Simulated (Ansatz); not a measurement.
# U-wB97X/aug-cc-pVDZ run of AlSiH4O (SMILES [AlH][O][SiH3])

What is the electronic atomisation energy of AlSiH4O at U-wB97X/aug-cc-pVDZ? 

The results are computed with Ansatz 0.2.0.

63 further runs of the same task are left out: 63 set aside as unsound or not needed.

### Step 1. Starting point

AlSiH4O: 7 atoms, total charge 0, spin state doublet. As SMILES, `[AlH][O][SiH3]`. Geometry: relaxed at PBE0-D4/def2-TZVP. This is one conformer, not always the lowest.

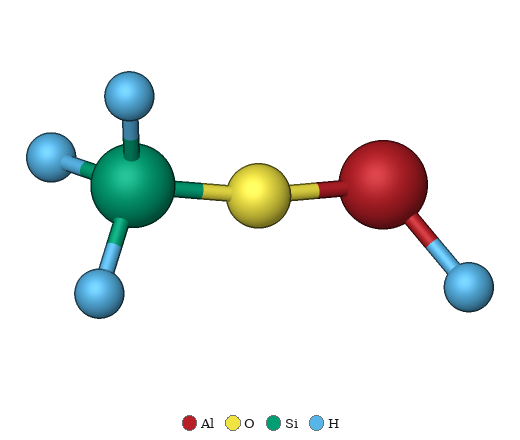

Viewed from a chosen angle; aluminium red, oxygen yellow, silicon teal, hydrogen blue.

### Step 2. A single-point energy at U-wB97X/aug-cc-pVDZ

File input.yaml:

```yaml
basis:
  gaussian:
    orbitals: aug-cc-pVDZ
crystal:
  periodic: [false, false, false]
  atoms:
    - symbol: Al
      position_ang: [-1.643700, -1.503700, -0.201100]
    - symbol: O
      position_ang: [-0.403000, -0.368600, -0.047300]
    - symbol: Si
      position_ang: [0.870900, 0.567400, 0.335800]
    - symbol: H
      position_ang: [-2.580100, -1.352800, -1.500200]
    - symbol: H
      position_ang: [1.204400, 1.463600, -0.802700]
    - symbol: H
      position_ang: [0.554900, 1.401200, 1.526200]
    - symbol: H
      position_ang: [2.057800, -0.275200, 0.643500]
magnetization:
  spin_polarized: true
  initial_magnetization: 1
hamiltonian:
  xc: {name: wB97X}
accuracy: high
output: {orbitals: {seedname: orbitals}}
```

Run with:

```console
$ ansatz run input.yaml --threads 1 --pin off --max-ram 3480MiB --events-out events.jsonl --progress --plain --runs-dir runs
```

What it wrote:

```text
Warning: RAYON_NUM_THREADS=1 ignored (pool sized by the plan → 1); use --threads N
Functional definition: wB97X
  name "wB97X"
  parameter omega = 0.3/bohr
  parameter cx = 0.157706
  parameter cx1 = 0.726479
  parameter cx2 = 1.04760
  parameter cx3 = -5.70635
  parameter cx4 = 13.2794
  parameter css1 = -4.33879
  parameter css2 = 18.2308
  parameter css3 = -31.7430
  parameter css4 = 17.2901
  parameter cos1 = 2.37031
  parameter cos2 = -11.3995
  parameter cos3 = 6.58405
  parameter cos4 = -3.78132
  exchange = spin_sum(e_x_unif_sr(omega)*poly(b97_u_x, 1 - cx, cx1, cx2, cx3, cx4)) + cx*exact_x_sr(omega)
      + exact_x_lr(omega)
  correlation = spin_sum(e_c_pw_same_spin*poly(b97_u_same, 1, css1, css2, css3, css4))
      + integral(e_c_pw_opposite_spin*poly(b97_u_opposite, 1, cos1, cos2, cos3, cos4))
2252 factors; integrals over basis functions are off by at most 3.4e-9 eV
585 factors; integrals over basis functions are off by at most 2.3e-9 eV
mean field evaluation 1: about -16580.1692 eV, gradient 4.0e1 eV
mean field evaluation 2: about -16573.4992 eV, gradient 5.9e1 eV
mean field evaluation 4: about -16586.5136 eV, gradient 6.8e-1 eV
mean field evaluation 8: about -16586.5608 eV, gradient 1.2e-1 eV
mean field evaluation 16: about -16586.5613 eV, gradient 2.2e-4 eV
mean field -16586.56130703 eV, -609.5448852583 hartree, gradient 3.9e-8 eV, S^2 0.753256; 0 other end points of the search recorded, 0 dependent functions left out
reference -16586.56129761 eV, -609.5448849121 hartree; 20, 19 occupied and 93, 94 virtual orbitals, 2252 factors
Total energy: -16586.56129761 eV, -609.5448849121 hartree
```

Wall time 83 s (1 thread of Arm Neoverse V1, shared host); peak memory 1.1 GiB.

### Step 3. The Al atom at the same level

File input.yaml:

```yaml
crystal:
  periodic: [false, false, false]
  atoms:
    - {symbol: Al, position_ang: [0.000000, 0.000000, 0.000000]}
basis:
  gaussian: {orbitals: aug-cc-pVDZ}
total_charge: 0
magnetization: {spin_polarized: true, initial_magnetization: 1}
hamiltonian: {xc: {name: wB97X}}
accuracy: high
```

Run the same way, it converges to -242.34858 Eh (log not shown).

### Step 4. The H atom at the same level

File input.yaml:

```yaml
basis:
  gaussian:
    orbitals: aug-cc-pVDZ
crystal:
  periodic: [false, false, false]
  atoms:
    - symbol: H
      position_ang: [0.000000, 0.000000, 0.000000]
magnetization:
  spin_polarized: true
  initial_magnetization: 1
hamiltonian:
  xc: {name: wB97X}
accuracy: high
```

Run the same way, it converges to -0.50101 Eh (log not shown).

### Step 5. The O atom at the same level

File in.yaml:

```yaml
crystal:
  periodic: [false, false, false]
  atoms:
    - {symbol: O, position_ang: [0.000000, 0.000000, 0.000000]}
basis:
  gaussian: {orbitals: aug-cc-pVDZ}
magnetization: {spin_polarized: true, initial_magnetization: 2}
total_charge: 0
hamiltonian: {xc: {name: wB97X}}
accuracy: high
```

Run the same way, it converges to -75.05760 Eh (log not shown).

### Step 6. The Si atom at the same level

File molecule.yaml:

```yaml
crystal:
  periodic: [false, false, false]
  atoms:
    - {symbol: Si, position_ang: [0.000000, 0.000000, 0.000000]}
basis:
  gaussian: {orbitals: aug-cc-pVDZ}
magnetization: {spin_polarized: true, initial_magnetization: 2}
hamiltonian: {xc: {name: wB97X}}
accuracy: high
```

Run the same way, it converges to -289.35778 Eh (log not shown).

### Step 7. Results

Level: U-wB97X/aug-cc-pVDZ.

| quantity | value |
| --- | --- |
| molecule: total energy | -609.54488 Eh |
| molecule: HOMO energy (highest over α and β) | -7.83 eV |
| molecule: LUMO energy (lowest over α and β) | -1.34 eV |
| molecule: ⟨S²⟩ | 0.753 |
| Al atom: total energy | -242.34858 Eh |
| Al atom: ⟨S²⟩ | 0.755 |
| H atom: total energy | -0.50101 Eh |
| H atom: ⟨S²⟩ | 0.750 |
| O atom: total energy | -75.05760 Eh |
| O atom: ⟨S²⟩ | 2.005 |
| Si atom: total energy | -289.35778 Eh |
| Si atom: ⟨S²⟩ | 2.005 |
| electronic atomisation energy | 21.140 eV |

**Reading.** Taking the molecule apart into free atoms costs 21.14 eV (488 kcal/mol), before zero-point energy and without spin-orbit coupling.
